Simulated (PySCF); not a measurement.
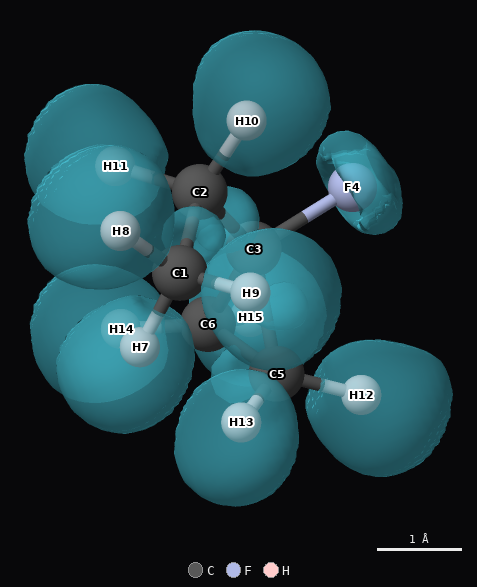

*C₅H₉F (SMILES CCC1(F)CC1). Isosurface of the ELF at 0.85 (cyan), seen at an oblique angle. Core shells and regions of very low density are left out.*

Geometry: GFN2-xTB, MD frame at 250 fs, 300 K.

Theory: PBE0/pcSseg-1, SCF density, gas phase, non-relativistic in PySCF 2.14.0.

```xyz
15

C     1.7876   -0.5582    0.4809
C     1.0420    0.7280   -0.0778
C    -0.3656    0.4548   -0.4646
F    -0.5764    0.8826   -1.8288
C    -0.9977   -0.9049   -0.2190
C    -1.6179    0.3251    0.3460
H     1.2352   -1.0425    1.2297
H     2.7256   -0.2208    0.9876
H     2.0972   -1.2702   -0.2304
H     1.6730    1.1056   -0.8914
H     1.1218    1.3911    0.7683
H    -1.5615   -1.2774   -1.0910
H    -0.5297   -1.5843    0.3806
H    -1.3615    0.5291    1.3488
H    -2.4950    0.6483   -0.1616
```

**What do the ELF domains correspond to?**

At this value the surface marks out five regions between bonded C–C atoms (shared pairs), nine regions around hydrogen nuclei and one region wrapped around F (its lone pairs, merged into a ring or cap). Along the contacts the grid gives the following. C–F (1.45 Å): the ELF peaks at about 0.85 between the atoms: a polar covalent bond. C–C (1.49 Å): the ELF peaks at about 0.95 between the atoms (localised, covalent bonding).
